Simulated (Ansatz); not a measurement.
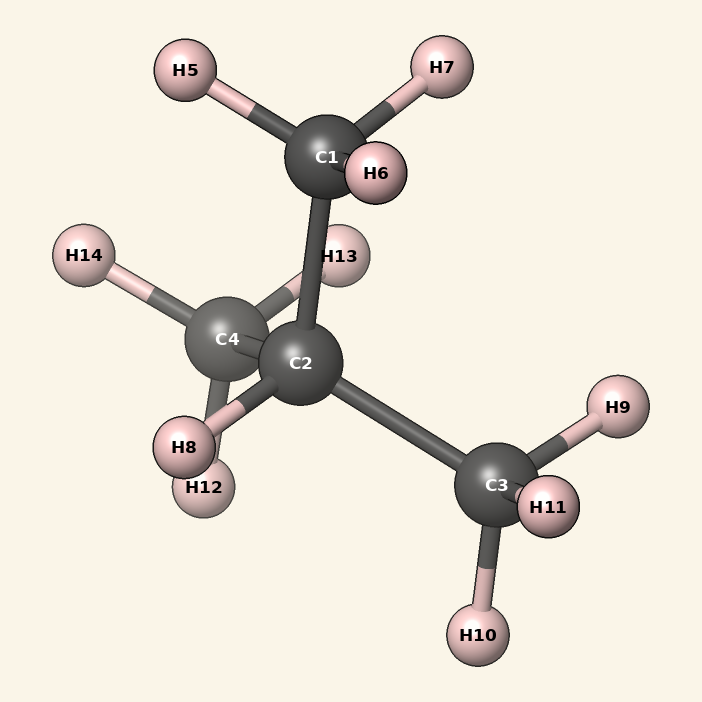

C4 lies behind C2. The molecule seen a little off the C2–C4 bond, C2 in front. Distant atoms are faded towards the background colour. The geometry was computed by an optimisation with PBE0-D4/def2-TZVP.

Question: What is the torsion angle C1–C2–C4–H12? The sign is positive where the front bond must turn clockwise to cover the back bond.

Answer: −178°, antiperiplanar (anti). The bonds about C2–C4 are staggered.
